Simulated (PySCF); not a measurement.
Input

```
{"job": {"kind": "nmr", "xc": "PBE0", "basis": "pcSseg-1"}, "charge": 0, "multiplicity": 1}
C      2.967773    -0.347140     0.000080
S      1.535764    -0.847550    -0.984340
O      1.924553    -0.961987    -2.359711
O      0.923770    -1.990292    -0.366100
C      0.392647     0.578705    -0.866605
S     -0.010876     0.949600     0.843635
C     -1.113244    -0.460216     1.244195
C     -2.401271    -0.361666     0.414004
Al    -2.338644     1.642353     0.165785
H      3.445847     0.482617    -0.502384
H      3.634008    -1.199304     0.048942
H      2.622757    -0.072433     0.988172
H      0.909990     1.429917    -1.298914
H     -0.505254     0.349671    -1.444957
H     -1.307362    -0.332121     2.309345
H     -0.537637    -1.371318     1.086365
H     -3.211820    -0.825339     0.990512
H     -2.295803    -0.994136    -0.480647
H     -1.988364     2.318950    -1.193507
H     -2.651981     2.525089     1.403092
```

Run with:

```sh
OMP_NUM_THREADS=1 python probes_run.py task.json out
```

Geometry: GFN2-xTB.

Theory: PBE0/pcSseg-1, SCF density, gas phase, non-relativistic in PySCF 2.14.0.

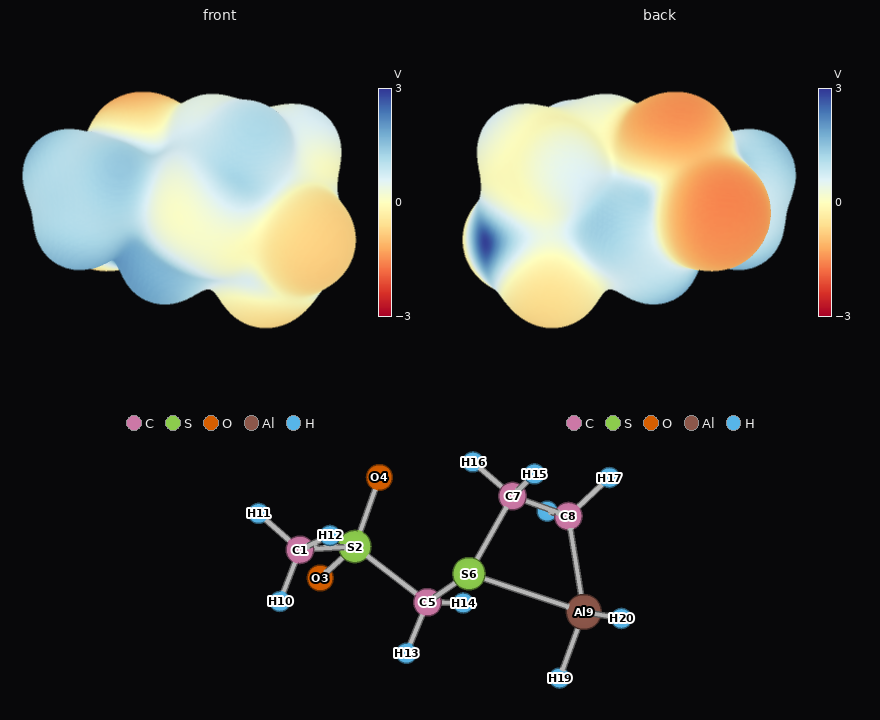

C₄H₁₁AlO₂S₂. The electrostatic potential painted on the density surface at 0.002 e/bohr³, seen from the front and from behind; the colour scale runs from red (negative) to blue (positive). The bare structure is drawn below in the same view.

**Which sites attract a positive test charge, and which a negative one?**

A positive charge is drawn to the negative regions and a negative charge to the positive ones. The most negative region (about −1.6 V, or −37 kcal/mol for a unit charge) lies over O3, the most positive (about +2.5 V, or +58 kcal/mol for a unit charge) over Al9. O3 is the likeliest acceptor of a hydrogen bond.

**How polar is the molecule by this calculation?**

Its dipole moment is 2.90 D.
